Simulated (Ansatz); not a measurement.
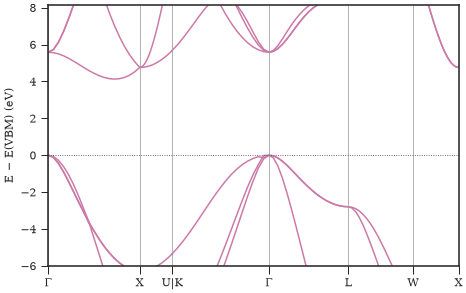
Band structure from DFT-PBE in the program Ansatz with PAW potentials

Read off the gap and where the band edges lie.

About 4.1 eV (4.13 eV by a search for the band edges); maximum at Γ, minimum on the Γ–X line, 73 % of the way from Γ.

The material is C (diamond, Fd-3m).

Symmetry was held in the PBE relaxation.

Potentials: the later of the program's two PAW sets.
